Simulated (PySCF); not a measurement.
# CH7AlFN: the cost of one run

The runs use PySCF 2.14.0, with density-fitted response routines of our own; the level of theory stands in each step. All values are computed, except where a source is named. Atoms are numbered from 0 throughout.

### 1 The starting structure

11 atoms, charge 0, multiplicity 1; geometry from: GFN2-xTB.

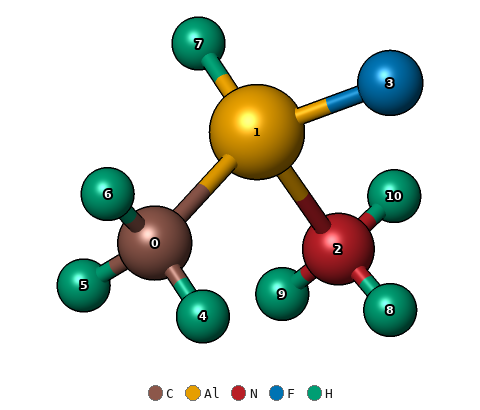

The starting geometry (carbon brown, aluminium amber, nitrogen red, fluorine blue, hydrogen teal), atoms numbered.

### 2 Excited states and response: PBE0/def2-SVPD

Job settings and geometry (Å):

```
{"job": {"kind": "uv", "xc": "PBE0", "basis": "def2-SVPD", "nstates": 8, "ntriplets": 3}, "charge": 0, "multiplicity": 1}
C     -1.612116    -0.493625    -0.022373
Al    -0.172225     0.879795    -0.170101
N      1.569904    -0.246100     0.102384
F      0.207203     1.888564     1.101731
H     -1.637085    -1.053921     0.918938
H     -1.555830    -1.236631    -0.823195
H     -2.603577    -0.039117    -0.116896
H      0.167086     1.510330    -1.534467
H      1.560943    -0.663877     1.029785
H      1.751070    -0.971229    -0.583067
H      2.330051     0.428481     0.071298
```

Level: TDDFT PBE0/def2-SVPD, vertical, gas phase, core orbitals frozen in the response.

The run is started by

```console
OMP_NUM_THREADS=1 python probes_run.py task.json out
```

One launch serves the whole session: the jobs run in the order shown.

Q: Estimate the wall time and peak memory of this first job on 1 thread of Arm Neoverse N1, shared host.

About 24 s, with a peak of 0.56 GiB.
